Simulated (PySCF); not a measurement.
**Run report: C$_{2}$H$_{3}$F$_{5}$OSi, NMR shielding calculation**

C$_{2}$H$_{3}$F$_{5}$OSi, SMILES O[SiH2]C(F)(F)C(F)(F)F, computed with GIAO PBE0/pcSseg-1 NMR shielding, non-relativistic, gas phase (PySCF 2.14.0).

The geometry comes from this level: GFN2-xTB. Figures and captions count atoms from 1; the log counts them from 0 in places.

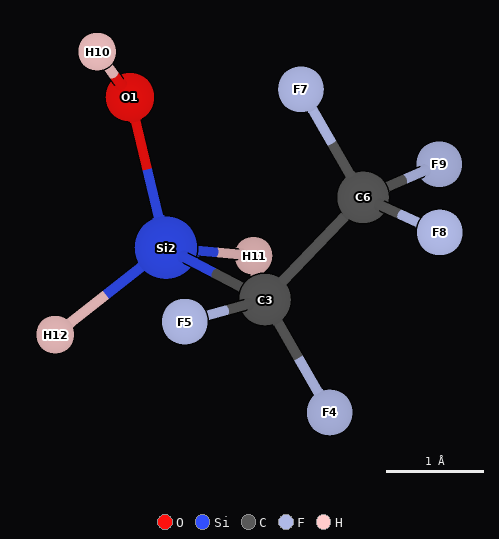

Fig. 1: The input geometry (ball-and-stick view, seen at a tilt; atoms are numbered from 1 in the order of the input).

Summary:

- outcome: converged
- total energy: −941.162297 hartree
- HOMO: −9.00 eV
- LUMO: −0.18 eV
- dipole moment: 2.10 D
- isotropic shielding, O: 323.1 ppm
- isotropic shielding, Si: 380.7 ppm
- isotropic shielding, C: 56.7 to 62.1 ppm
- isotropic shielding, F: 259.9 to 328.9 ppm
- isotropic shielding, H: 26.7 to 29.7 ppm
- hardware: 1 CPU thread, shared host
- wall time: 20 s
- peak memory: 0.79 GiB

Input file:
```
{"job": {"kind": "nmr", "xc": "PBE0", "basis": "pcSseg-1"}, "charge": 0, "multiplicity": 1}
O      1.868972     0.226671     0.937730
Si     1.195095    -0.875042    -0.014168
C     -0.483485    -0.165534    -0.721701
F     -1.284303    -1.150872    -1.208996
F     -0.249011     0.675394    -1.773744
C     -1.278797     0.620261     0.317647
F     -0.587597     1.710417     0.691841
F     -2.476703     1.034659    -0.086893
F     -1.461453    -0.116533     1.420518
H      1.975813     1.162913     0.777262
H      0.841203    -1.968744     0.867437
H      1.941464    -1.154276    -1.232961
```

The first line tells a small driver script what to run in PySCF; the rest is the geometry in Å.

Run as:
```bash
OMP_NUM_THREADS=1 python <driver script> task.json out
```

The program's output:
```
coarse grid: 12176 points
cycle   1  E = -940.7987151167  dE =  1.458e+00  |g| = 1.272e+00  |ddm| = 3.081e+00
cycle   2  E = -940.3709878686  dE =  4.277e-01  |g| = 2.075e+00  |ddm| = 1.989e+00
cycle   3  E = -941.0666793468  dE = -6.957e-01  |g| = 7.521e-02  |ddm| = 1.390e+00
cycle   4  E = -941.0673228038  dE = -6.435e-04  |g| = 5.508e-02  |ddm| = 9.768e-02
cycle   5  E = -941.0678439298  dE = -5.211e-04  |g| = 1.202e-02  |ddm| = 3.857e-02
cycle   6  E = -941.0678638099  dE = -1.988e-05  |g| = 3.116e-03  |ddm| = 7.798e-03
cycle   7  E = -941.0678654707  dE = -1.661e-06  |g| = 6.494e-04  |ddm| = 2.498e-03
final grid: 119688 points
cycle   8  E = -941.1622851717  dE = -5.048e-05  |g| = 8.294e-03  |ddm| = 1.936e-02
cycle   9  E = -941.1622704123  dE =  1.476e-05  |g| = 1.281e-02  |ddm| = 1.261e-02
cycle  10  E = -941.1622970336  dE = -2.662e-05  |g| = 3.107e-04  |ddm| = 7.258e-03
cycle  11  E = -941.1622970448  dE = -1.120e-08  |g| = 2.066e-04  |ddm| = 3.855e-04
cycle  12  E = -941.1622970517  dE = -6.856e-09  |g| = 6.528e-05  |ddm| = 1.658e-04
cycle  13  E = -941.1622970522  dE = -5.632e-10  |g| = 1.551e-05  |ddm| = 4.175e-05
```

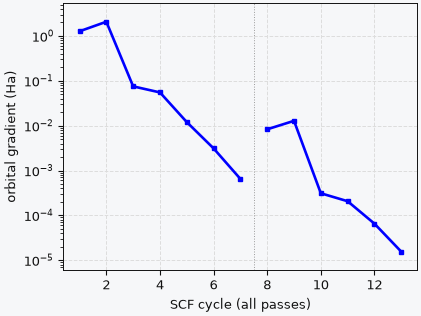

Fig. 2: Convergence of the self-consistent field: orbital gradient against the SCF cycle. The dotted line marks the change from a coarse to the final integration grid. The first 7 cycles use a coarse grid, the final grid takes over at cycle 8, and the field converges after 13 cycles in all.

```
converged SCF energy = -941.1622970522

GIAO shielding tensors (ppm)
atom      isotropic    diamagn.    paramagn.     s11        s22        s33       span
  0 O      323.095     388.631     -65.536    289.748    316.755    362.782     73.034
  1 Si     380.702     878.411    -497.709    335.059    383.151    423.895     88.836
  2 C       62.149     247.271    -185.121     45.765     69.865     70.818     25.053
  3 F      328.859     471.703    -142.844    210.002    343.334    433.241    223.239
  4 F      324.442     473.336    -148.894    203.473    354.392    415.462    211.988
  5 C       56.729     242.931    -186.202     50.046     55.797     64.343     14.297
  6 F      261.883     475.157    -213.274    181.334    263.472    340.844    159.510
  7 F      272.075     469.519    -197.444    196.475    270.077    349.673    153.198
  8 F      259.871     473.942    -214.071    179.601    259.392    340.619    161.018
  9 H       29.659      31.367      -1.709     21.257     25.498     42.221     20.964
 10 H       26.783      28.606      -1.823     24.029     25.004     31.316      7.287
 11 H       26.664      28.263      -1.599     23.218     25.186     31.587      8.368
```

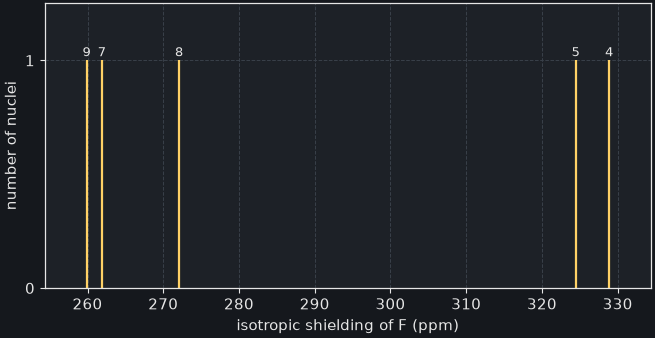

Fig. 3: Isotropic shieldings of the fluorine nuclei in this fixed geometry, labelled by atom number; shielding grows to the right, so chemical shift grows to the left. The least shielded is F9 (259.9 ppm), the most shielded F4 (328.9 ppm).

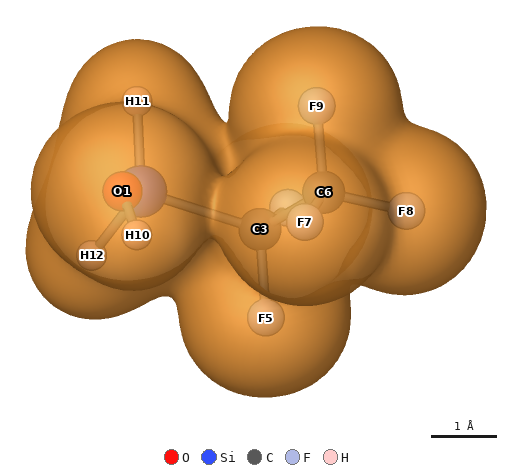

Fig. 4: Isosurface of the electron density at 0.05 e/Å³ (orange), seen from the side. At this value the surface is in one piece. On the grid the lowest density along these lines, outside the cores, is 2 e/Å³ (C–F, 1.33 Å), 1.8 e/Å³ (C–C, 1.53 Å), 1 e/Å³ (Si–O, 1.60 Å) and 0.74 e/Å³ (C–Si, 1.95 Å).

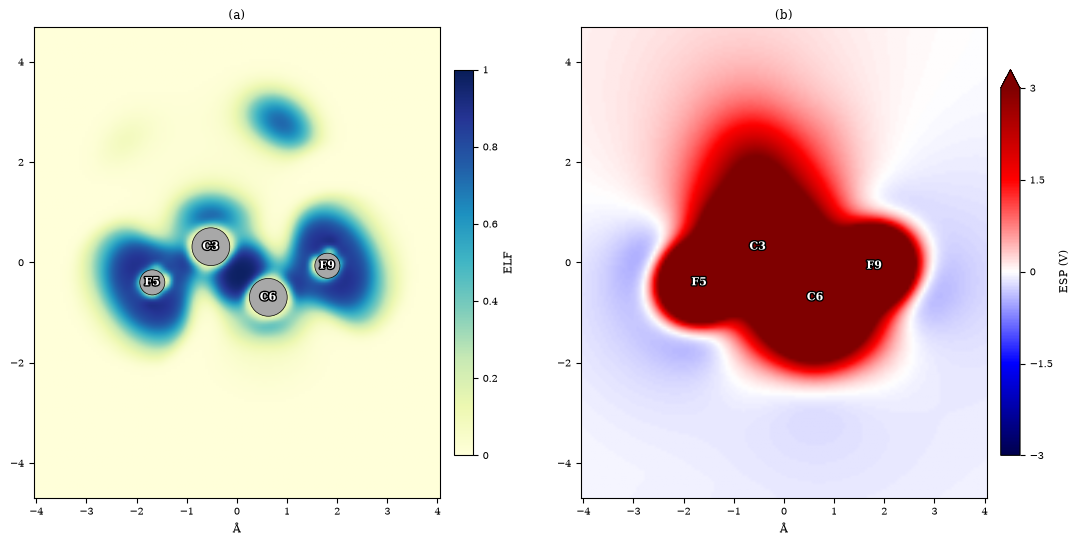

Fig. 5: (a) ELF; (b) electrostatic potential on the plane of atoms F5, C3 and C6. Grey discs, where drawn, cover atomic cores. Atoms in the plane: C and F. C–F (1.34 Å): the ELF peaks at about 0.85 between the atoms, which marks a shared but strongly polarised pair.
